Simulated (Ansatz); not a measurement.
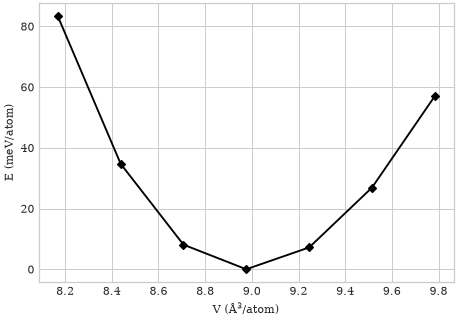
Fig. 1. RuN2 in space group Pnnm (No. 58; Ru on 2a, N on 4g) under volume change, r²SCAN in the plane-wave PAW code Ansatz, shape and atoms relaxed at each volume.

Question: What does a third-order Birch–Murnaghan fit give for V₀, B₀ and B′?

Answer: V₀ = 8.98 Å³/atom, B₀ = 300 GPa, B′ = 5.3.

The workflow started from a Materials Project entry (that database holds measured and hypothetical structures alike); the Crystallography Open Database copy checked does not list it. Whether it is the stable phase at ambient conditions was not checked. Symmetry was held in the r²SCAN relaxation; its stability against distortions is not shown here. The run is not spin-polarised. Its formation energy is positive at this level, so the cell may be metastable or incomplete.

Potentials: the later of the program's two PAW sets.
